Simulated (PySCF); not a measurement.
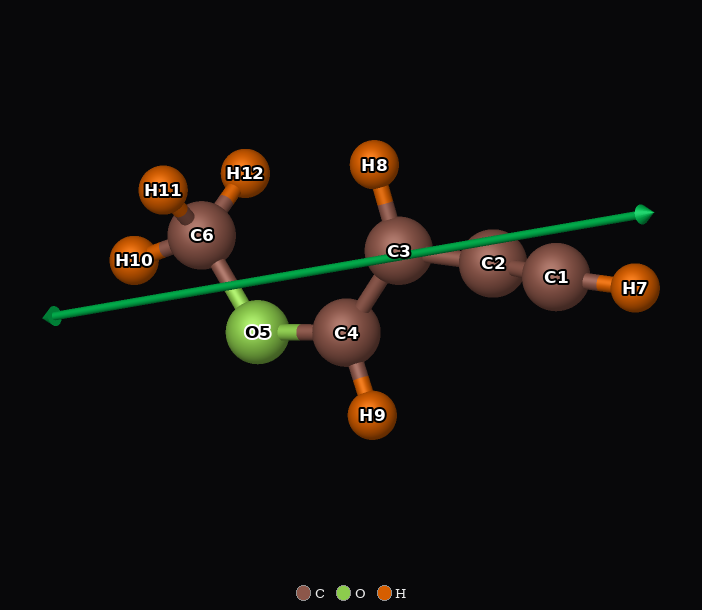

The double arrow shows the direction of the transition dipole to excited singlet state 1 (its length means nothing). Geometry: a frame of a GFN2-xTB molecular-dynamics simulation, not a minimum. Method: TDDFT PBE0/def2-SVPD, vertical, gas phase, core orbitals frozen in the response (PySCF 2.14.0).

**How is the transition polarised?**

Nearly parallel to the C4–O5 bond.

**Give its energy, strength and character.**

5.25 eV (236 nm), oscillator strength 0.35, mainly HOMO → LUMO (weight 0.85); transition dipole 4.17 D.
